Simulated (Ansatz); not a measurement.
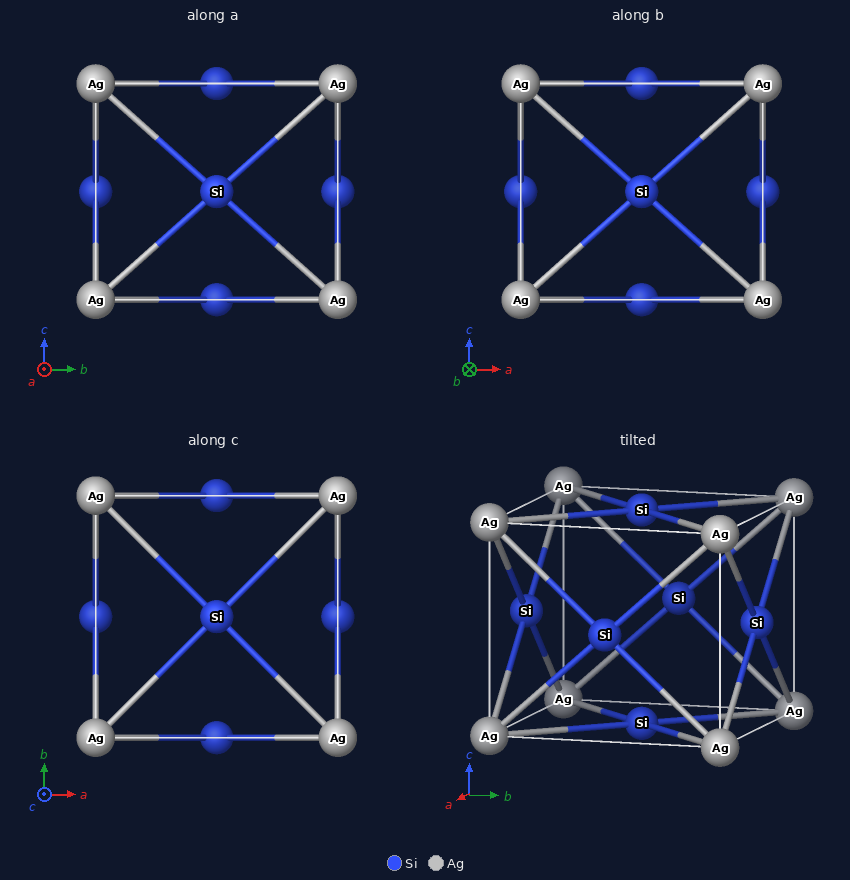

Shown here is a ball-and-stick view of the crystal, taken along the a axis, along the b axis, along the c axis and slightly off an axis. The lines enclose the conventional unit cell; boundary atoms appear with their images.

Lattice parameters: a = 4.178 Å, b = 4.178 Å, c = 3.730 Å, α = 90.00°, β = 90.00°, γ = 90.00°. Put a along x and b in the xy plane.

> Write down what is shown as a POSCAR file.

```
Si Ag
1.0
     4.178    0.000    0.000
     0.000    4.178    0.000
     0.000    0.000    3.730
Si Ag
3 1
Direct
  0.0000 0.5000 0.5000
  0.5000 0.0000 0.5000
  0.5000 0.5000 0.0000
  0.0000 0.0000 0.0000
```

It derives from a structure type filled with these elements by a generator (whether the compound takes this form wasn't checked). The final geometry of a relaxation with DFT PBE, scalar-relativistic, plane waves, PAW (Ansatz 0.2.0) is shown.
